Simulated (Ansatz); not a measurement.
**H$_{4}$O$_{4}$Sn···H$_{2}$: density, localisation and related maps**

```xyz
11

Sn    0.3934    0.2712   -0.4374
H    -0.6518   -0.1752    3.3776
O     1.6332   -0.2237   -1.8949
H     1.9655   -1.1265   -1.7767
O    -0.8135    1.6663   -1.1474
H    -1.0156    1.5221   -2.0837
O    -0.4575   -1.4045    0.1730
H    -0.7133   -1.3325    1.1055
O     1.2311    1.0794    1.1677
H     1.2142    2.0475    1.1242
H    -0.1426    0.1752    2.9287
```

Core potentials replace the inner electrons of Sn.

All numbers below come from RKS B3LYP-D4/def2-SVP (Ansatz 0.2.0).

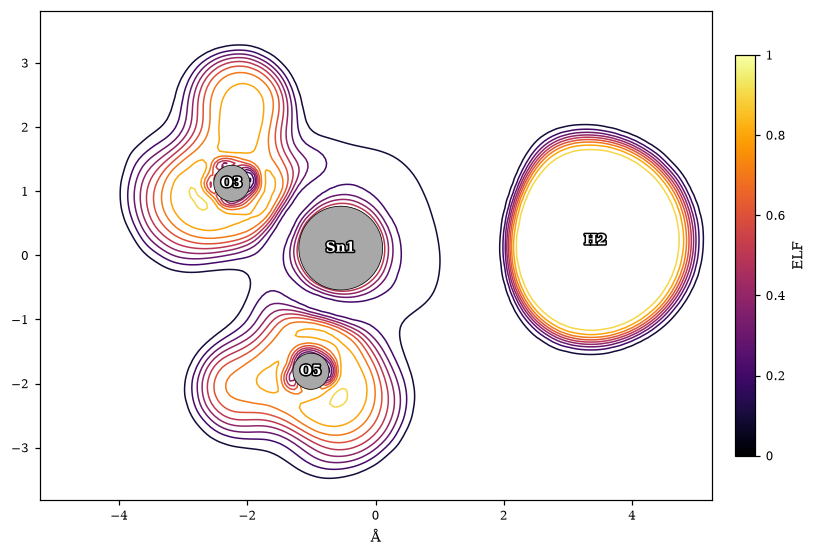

Figure 1. Electron localisation function on the plane of atoms O3, Sn1 and O5. Grey discs cover the atomic cores.

What do the fields say about this system?

Answer. The section cuts through Sn, H and O sites.
Sn–O (1.98 Å): the ELF peaks at about 0.85 in the valence shell of O, 0.6 Å from its nucleus, and drops to about 0.15 between the two atoms.
The ELF also peaks beside O5 and O3, away from the bonds: lone-pair regions.

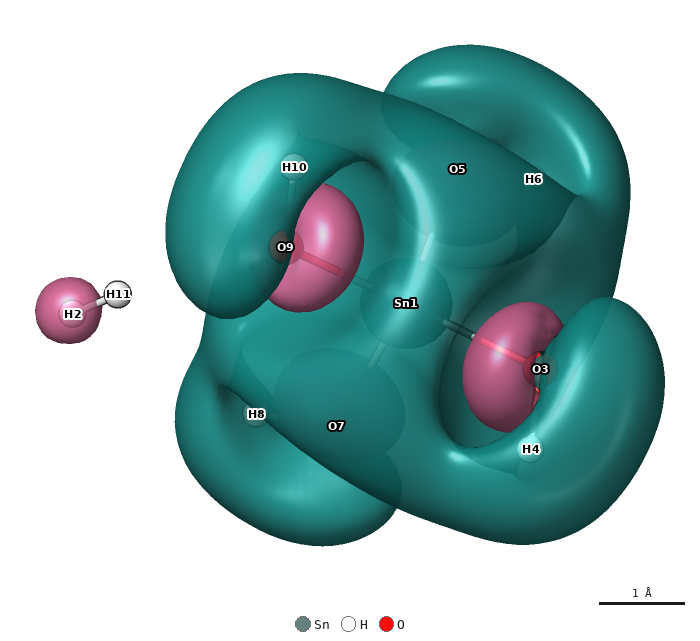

Figure 2. The LUMO at ±0.05 Å⁻³ᐟ² (teal and pink are the two phases), seen across its widest extent.

Describe this orbital and give its energy.

Answer. It lies mainly on Sn1 (about 40 %), O3 (about 15 %), O5 (about 15 %), O7 (about 10 %) and O9 (about 10 %). Its energy is −1.95 eV.
